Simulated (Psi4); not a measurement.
## SiNH₅Cl (charge −1): interaction calculation (part 1 of 2)

- system: SiNH₅Cl, charge −1, SMILES [NH2-].[SiH3]Cl
- method: PBE0/def2-SVPD, RKS, dispersion D2 (Psi4 1.11)

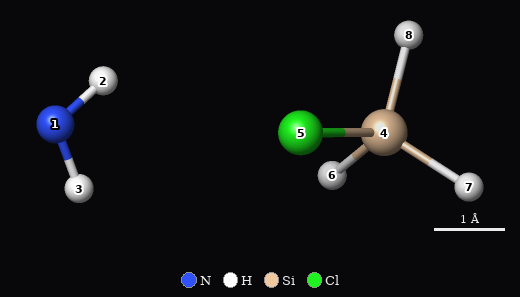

The input geometry (ball-and-stick view, seen at a tilt; atoms are numbered from 1 in the order of the input). Bond lengths as drawn: Cl–Si 2.05 Å, H–N 1.03 Å and H–Si 1.48 Å.

**Input file (calc.inp)**
```
memory 1600 MB

molecule m {
  -1 1
  N      0.342200    -0.203000     0.168700
  H      0.125500     0.801200     0.156000
  H     -0.467700    -0.598200    -0.324700
  --
  0 1
  Si    -2.498830     3.115610    -2.412020
  Cl    -0.822700     1.929330    -2.394110
  H     -3.523090     2.495790    -1.540520
  H     -2.994000     3.209350    -3.804330
  H     -2.131400     4.456840    -1.903400
  symmetry c1
  no_reorient
  no_com
}

set reference rks

energy_value, wavefunction = energy("pbe0-d2/def2-SVPD", bsse_type='nocp', return_wfn=True)
```

Machine: 1 thread of AMD EPYC (Zen 3), 24 GiB of memory available, shared host.

Command:
```bash
psi4 calc.inp calc.out -n 1
```

**The program's output**
```
Psi4 1.11 release

  //>>>>>>>>>>>>>>>>>>>>>>>>>>>>>>>>>>>//
  //   ManyBody Setup: N-Body Levels 2 //
  //<<<<<<<<<<<<<<<<<<<<<<<<<<<<<<<<<<<//

    Model chemistry "(auto)" (§A):          3
        Number of 1-body computations:      2 (nocp: 2, cp: 0, vmfc_compute: 0)
        Number of 2-body computations:      1 (nocp: 1, cp: 0, vmfc_compute: 0)

    -----------------------------------------------------------------------
                               Psi4 1.11 release

    h
    h
    h

    -----------------------------------------------------------------------

    Memory:     1.5 GiB
    Threads:    1
                ecpint, einsums, f̶o̶r̶t̶e̶, gauxc, gcp, g̶d̶m̶a̶, geometric, g̶p̶u̶_̶d̶f̶c̶c̶,
                i̶n̶t̶e̶g̶r̶a̶t̶o̶r̶x̶x̶, i̶p̶i̶, libefp, m̶d̶i̶, m̶p̶2̶d̶, m̶r̶c̶c̶, ooo,
                o̶p̶e̶n̶f̶e̶r̶m̶i̶o̶n̶p̶s̶i̶4̶, pcmsolver, p̶s̶i̶4̶f̶o̶c̶k̶c̶i̶, p̶s̶i̶x̶a̶s̶,
                p̶y̶e̶i̶n̶s̶u̶m̶s̶, r̶e̶s̶p̶, s̶i̶m̶i̶n̶t̶, s̶n̶s̶m̶p̶2̶,
                v̶2̶r̶d̶m̶_̶c̶a̶s̶s̶c̶f̶

   => Loading Basis Set <=

    Name: DEF2-SVPD
    Role: ORBITAL
    Keyword: BASIS

   => PBE0-D2: Empirical Dispersion <=

        s6 =       0.600000
    alpha6 =      20.000000
       sr6 =       1.100000

         ---------------------------------------------------------
                                   SCF
                              RKS Reference
                        1 Threads,   1525 MiB Core
         ---------------------------------------------------------

  ==> Geometry <==

    Molecular point group: c1
    Full point group: C1

    Geometry (in Bohr), charge = -1, multiplicity = 1:

       Center              X                  Y                   Z               Mass
    ------------   -----------------  -----------------  -----------------  -----------------
         N            0.646664280132    -0.383614403468     0.318796797365    14.003074004430
         H            0.237160628745     1.514048571717     0.294797275571     1.007825032230
         H           -0.883824908877    -1.130434168249    -0.613594072936     1.007825032230

  Running in c1 symmetry.

  Rotational constants: A =     13.16403  B =      6.22176  C =      4.22492 [cm^-1]
  Rotational constants: A = 394647.80441  B = 186523.67597  C = 126659.96471 [MHz]
  Nuclear repulsion =    7.542852415995389

  Charge       = -1
  Multiplicity = 1
  Electrons    = 10
  Nalpha       = 5
  Nbeta        = 5

  ==> Algorithm <==

  SCF Algorithm Type is DF.
  DIIS enabled.
  MOM disabled.
  Fractional occupation disabled.
  Guess Type is SAD.
  Energy threshold   = 1.00e-06
  Density threshold  = 1.00e-06
  Integral threshold = 1.00e-12

  ==> Primary Basis <==

  Basis Set: DEF2-SVPD
    Blend: DEF2-SVPD
    Number of shells: 16
    Number of basis functions: 36
    Number of Cartesian functions: 38
    Spherical Harmonics?: true
    Max angular momentum: 2

  ==> DFT Potential <==

   => LibXC <=

    Version 7.1.2

   => Composite Functional: PBE0-D2 <=

    PBE0-d2 Hyb-GGA Exchange-Correlation Functional

    Deriv               =              1
    GGA                 =           TRUE
    Meta                =          FALSE

    Exchange Hybrid     =           TRUE
    MP2 Hybrid          =          FALSE

   => Exchange Functionals <=

    0.7500   Perdew, Burke & Ernzerhof

   => Exact (HF) Exchange <=

    0.2500               HF

   => Correlation Functionals <=

    1.0000   Perdew, Burke & Ernzerhof

   => LibXC Density Thresholds  <==

    XC_HYB_GGA_XC_PBEH:  1.00E-15

   => Molecular Quadrature <=

    Radial Scheme          =       TREUTLER
    Pruning Scheme         =           NONE
    Nuclear Scheme         =       TREUTLER

    Blocking Scheme        =         OCTREE
    BS radius alpha        =              1
    Pruning alpha          =              1
    Radial Points          =             75
    Spherical Points       =            302
    Total Points           =          66279
    Total Blocks           =            544
    Max Points             =            256
    Max Functions          =             36
    Weights Tolerance      =       1.00E-15

   => Loading Basis Set <=

    Name: (DEF2-SVPD AUX)
    Role: JKFIT
    Keyword: DF_BASIS_SCF

  ==> Integral Setup <==

  DFHelper Memory: AOs need 0.001 GiB; user supplied 1.048 GiB.
  SCF_SUBTYPE=INCORE selected. In-core MEM_DF algorithm will be used.
  Using in-core AOs.

  ==> MemDFJK: Density-Fitted J/K Matrices <==

    J tasked:                   Yes
    K tasked:                   Yes
    wK tasked:                   No
    Memory [MiB]:              1073
    Algorithm:                 Core
    Schwarz Cutoff:           1E-12
    Mask sparsity (%):       0.0000
    Fitting Condition:        1E-10

   => Auxiliary Basis Set <=

  Basis Set: (DEF2-SVPD AUX)
    Blend: DEF2-UNIVERSAL-JKFIT
    Number of shells: 37
    Number of basis functions: 113
    Number of Cartesian functions: 133
    Spherical Harmonics?: true
    Max angular momentum: 4

  Cached 100.0% of DFT collocation blocks in 0.069 [GiB].

  Minimum eigenvalue in the overlap matrix is 2.9316055240E-03.
  Reciprocal condition number of the overlap matrix is 5.7161621122E-04.
    Using symmetric orthogonalization.

  ==> Pre-Iterations <==

  SCF Guess: Superposition of Atomic Densities via on-the-fly atomic UHF (no occupation information).

   -------------------------
    Irrep   Nso     Nmo
   -------------------------
     A         36      36
   -------------------------
    Total      36      36
   -------------------------

  ==> Iterations <==

                           Total Energy        Delta E     RMS |[F,P]|

   @DF-RKS iter SAD:   -55.32477117674122   -5.53248e+01   0.00000e+00
   @DF-RKS iter   1:   -55.41164758045718   -8.68764e-02   2.37642e-02 DIIS/ADIIS
   @DF-RKS iter   2:   -54.10662400163542    1.30502e+00   4.33969e-02 DIIS/ADIIS
   @DF-RKS iter   3:   -55.77598062222469   -1.66936e+00   3.57152e-03 DIIS/ADIIS
   @DF-RKS iter   4:   -55.78243970044880   -6.45908e-03   6.40457e-04 DIIS/ADIIS
   @DF-RKS iter   5:   -55.78266104501346   -2.21345e-04   2.39028e-04 DIIS/ADIIS
   @DF-RKS iter   6:   -55.78269428442528   -3.32394e-05   5.23316e-05 DIIS
   @DF-RKS iter   7:   -55.78269600444838   -1.72002e-06   4.02933e-06 DIIS
   @DF-RKS iter   8:   -55.78269601503150   -1.05831e-08   1.23787e-07 DIIS
  Energy and wave function converged.

  ==> Post-Iterations <==

   Electrons on quadrature grid:
      Ntotal   =   10.0000001620 ; deviation = 1.620e-07

    Orbital Energies [Eh]
    ---------------------

    Doubly Occupied:

       1A    -14.031081     2A     -0.482890     3A     -0.132135
       4A      0.008765     5A      0.082137

    Virtual:

       6A      0.271730     7A      0.342975     8A      0.410620
       9A      0.439278    10A      0.448352    11A      0.454789
      12A      0.464733    13A      0.587261    14A      0.644484
      15A      0.661996    16A      0.678568    17A      0.695106
      18A      0.824389    19A      0.839413    20A      1.131103
      21A      1.256904    22A      1.331952    23A      1.375731
      24A      1.525325    25A      1.664811    26A      1.919163
      27A      2.058858    28A      2.104502    29A      2.192600
      30A      2.429139    31A      2.496590    32A      2.889708
      33A      2.981471    34A      3.146064    35A      3.468429
      36A      3.848587

    Final Occupation by Irrep:
              A
    DOCC [     5 ]
    NA   [     5 ]
    NB   [     5 ]

  @DF-RKS Final Energy:   -55.78269601503150

   => Energetics <=

    Nuclear Repulsion Energy =              7.5428524159953891
    One-Electron Energy =                 -93.3440624567949726
    Two-Electron Energy =                  35.8986717158925543
    DFT Exchange-Correlation Energy =      -5.8801233533887434
    Empirical Dispersion Energy =          -0.0000343367357255
    VV10 Nonlocal Energy =                  0.0000000000000000
    Total Energy =                        -55.7826960150315045

Computation Completed

Properties will be evaluated at   0.000000,   0.000000,   0.000000 [a0]

Properties computed using the SCF density matrix

 Multipole Moments:

 ------------------------------------------------------------------------------------
     Multipole            Electronic (a.u.)      Nuclear  (a.u.)        Total (a.u.)
 ------------------------------------------------------------------------------------

 L = 1.  Multiply by 2.5417464519 to convert [e a0] to [Debye]
 Dipole X            :         -4.7251438            3.8799857           -0.8451581
 Dipole Y            :          2.8030613           -2.3016864            0.5013749
 Dipole Z            :         -2.3294313            1.9127808           -0.4166505
 Magnitude           :                                                    1.0673643

 ------------------------------------------------------------------------------------

	total time  =          2 seconds =       0.03 minutes

    Psi4 run time: 0:00:01.74

    -----------------------------------------------------------------------
                               Psi4 1.11 release

    h
    h
    h

    -----------------------------------------------------------------------

    Memory:     1.5 GiB
    Threads:    1
                ecpint, einsums, f̶o̶r̶t̶e̶, gauxc, gcp, g̶d̶m̶a̶, geometric, g̶p̶u̶_̶d̶f̶c̶c̶,
                i̶n̶t̶e̶g̶r̶a̶t̶o̶r̶x̶x̶, i̶p̶i̶, libefp, m̶d̶i̶, m̶p̶2̶d̶, m̶r̶c̶c̶, ooo,
                o̶p̶e̶n̶f̶e̶r̶m̶i̶o̶n̶p̶s̶i̶4̶, pcmsolver, p̶s̶i̶4̶f̶o̶c̶k̶c̶i̶, p̶s̶i̶x̶a̶s̶,
                p̶y̶e̶i̶n̶s̶u̶m̶s̶, r̶e̶s̶p̶, s̶i̶m̶i̶n̶t̶, s̶n̶s̶m̶p̶2̶,
                v̶2̶r̶d̶m̶_̶c̶a̶s̶s̶c̶f̶

  ==> Geometry <==

    Molecular point group: c1
    Full point group: C1

    Geometry (in Bohr), charge = 0, multiplicity = 1:

       Center              X                  Y                   Z               Mass
    ------------   -----------------  -----------------  -----------------  -----------------
         SI          -4.722104334078     5.887649613738    -4.558057209127    27.976926534650
         CL          -1.554677683414     3.645905305630    -4.524212214220    34.968852682000
         H           -6.657675215339     4.716359566656    -2.911160890790     1.007825032230
         H           -5.657840019621     6.064792540738    -7.189141790863     1.007825032230
         H           -4.027762263801     8.422206984986    -3.596904707196     1.007825032230

  Running in c1 symmetry.

  Rotational constants: A =      0.44963  B =      0.01665  C =      0.01615 [cm^-1]
  Rotational constants: A =  13479.52146  B =    499.28149  C =    484.19795 [MHz]
  Nuclear repulsion =   86.337101650097878

  Charge       = 0
  Multiplicity = 1
  Electrons    = 34
  Nalpha       = 17
  Nbeta        = 17

  ==> Primary Basis <==

  Basis Set: DEF2-SVPD
    Blend: DEF2-SVPD
    Number of shells: 33
    Number of basis functions: 75
    Number of Cartesian functions: 79
    Spherical Harmonics?: true
    Max angular momentum: 2

   => Molecular Quadrature <=

    Radial Scheme          =       TREUTLER
    Pruning Scheme         =           NONE
    Nuclear Scheme         =       TREUTLER

    Blocking Scheme        =         OCTREE
    BS radius alpha        =              1
    Pruning alpha          =              1
    Radial Points          =             75
    Spherical Points       =            302
    Total Points           =         109271
    Total Blocks           =            870
    Max Points             =            256
    Max Functions          =             75
    Weights Tolerance      =       1.00E-15

  ==> Integral Setup <==
```
